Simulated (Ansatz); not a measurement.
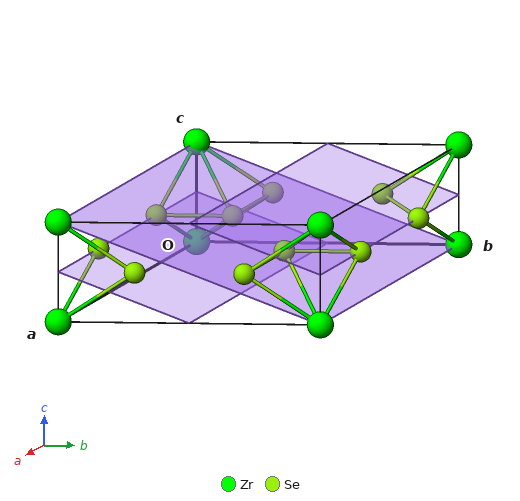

Every member of one family of equally spaced planes, hx + ky + lz = a whole number, that cuts the unit cell is shaded (one member passes through the origin O, touching the cell only at an edge or corner). Crystal: ZrSe₆, coordinates from a relaxation with DFT PBE, scalar-relativistic, plane waves, PAW in Ansatz 0.2.0; the starting structure was generated, so it need not be a known form of this composition. Symmetry computed with spglib at a tolerance of 0.002 Å; standard conventional cell.

a = 8.528 Å, b = 8.528 Å, c = 3.475 Å, α = 90.00°, β = 90.00°, γ = 120.00°.

**Index the planes.**

(0 2 2), in four indices (0 2 −2 2); the opposite sign names the same planes. The member next to the origin meets the axes a never, b at 1/2, c at 1/2.

**What is the spacing?**

d = 1.572 Å.

**Which atoms of the cell lie in these planes (within 0.03 Å)?**

The Zr atom, 2 of the 6 Se.
